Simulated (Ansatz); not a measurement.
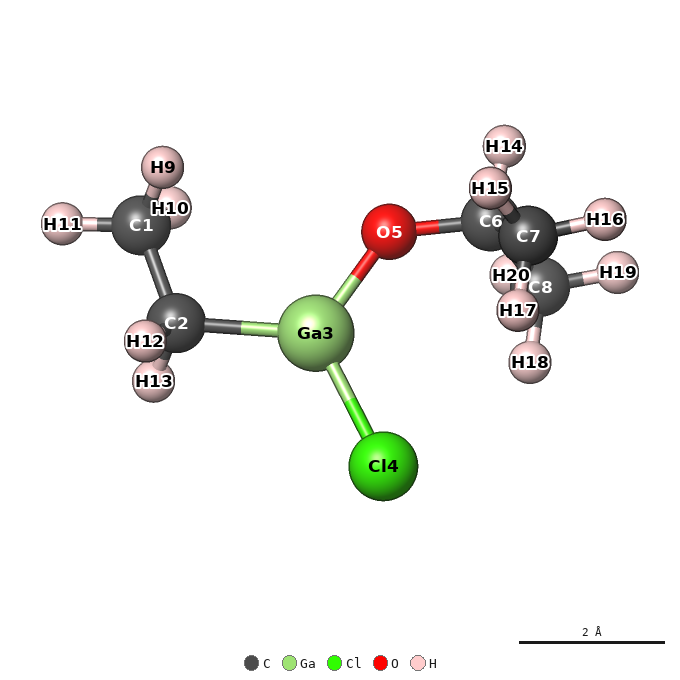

(Drawn from a calculation with Ansatz.)

Numbered structure. The species has charge +1 and is a spin doublet. Geometry: the geometry of the neutral molecule.

Q: How are the neighbours of atom 1 arranged?

A: C1 has 4 neighbours (C2 at 1.52, H9 at 1.09, H10 at 1.09, H11 at 1.09 Å); the arrangement is tetrahedral.

Q: How are the neighbours of atom 3 arranged?

A: Ga3 has 3 neighbours (C2 at 1.95, Cl4 at 2.16, O5 at 1.77 Å); the arrangement is trigonal planar.

Q: Describe the coordination of atom 5.

A: O5 has 2 neighbours (Ga3 at 1.77, C6 at 1.41 Å); the arrangement is bent.

Q: Describe the coordination of atom 7.

A: C7 has 4 neighbours (C6 at 1.52, H15 at 1.09, H16 at 1.09, H17 at 1.09 Å); the arrangement is tetrahedral.

Q: What is the dihedral angle C2–Ga3–O5–C6?

A: 180° in size, that is anti.
